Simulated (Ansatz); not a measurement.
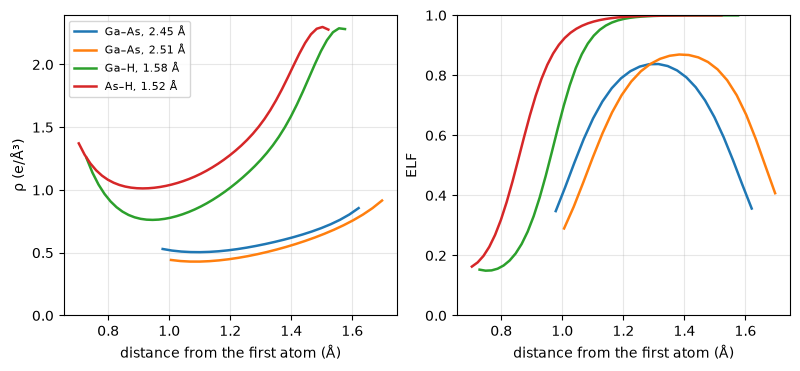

The picture shows: As₆Ga₆H₁₈. Total electron density and ELF along straight lines between neighbouring atoms. The curves leave out the atomic cores.

Geometry: PBE-D4/def2-SVP.

Computed with Ansatz, RKS PBE0-D4/def2-TZVP.

```xyz
30

As   -0.0035   -2.1846   -1.9288
Ga   -2.1969   -1.2687   -1.1084
Ga    0.0021   -2.5570    2.0797
As   -1.8973   -1.0957    1.3132
As   -1.8917    1.0887   -1.9286
Ga   -2.2153    1.2806    2.0770
Ga    2.1930   -1.2689   -1.1161
As    1.9004   -1.0975    1.3066
As    1.8861    1.0893   -1.9331
Ga   -0.0022    2.5328   -1.1116
Ga    2.2191    1.2781    2.0718
As    0.0016    2.1916    1.3106
H    -0.0033   -3.6797   -1.6467
H    -0.0065   -2.2633   -3.4542
H    -3.4207   -1.9748   -1.8066
H     0.0000   -3.8501    1.1594
H     0.0063   -2.5903    3.6566
H    -3.1633   -1.8274    1.7596
H    -1.9531    1.1240   -3.4545
H    -3.1876    1.8372   -1.6547
H    -3.3296    1.9271    1.1499
H    -2.2501    1.3037    3.6536
H     3.4149   -1.9746   -1.8178
H     3.1677   -1.8286    1.7501
H     1.9468    1.1264   -3.4589
H     3.1821    1.8375   -1.6585
H    -0.0025    3.9451   -1.8113
H     2.2564    1.2981    3.6486
H     3.3332    1.9246    1.1442
H     0.0040    3.6547    1.7539
```

What can be read from the curves?

Ga–As (2.45 Å): ρ is about 0.53 e/Å³ halfway; the ELF peaks at about 0.85 between the atoms; localised, covalent bonding.
Ga–As (2.51 Å): ρ at the midpoint is about 0.47 e/Å³; the ELF peaks at about 0.85 between the atoms (a covalent bond).
Ga–H (1.58 Å): ρ is about 0.97 e/Å³ halfway; the ELF climbs to about 1 towards the hydrogen.
As–H (1.52 Å): ρ is about 1.2 e/Å³ halfway; the ELF climbs to about 1 towards the hydrogen.
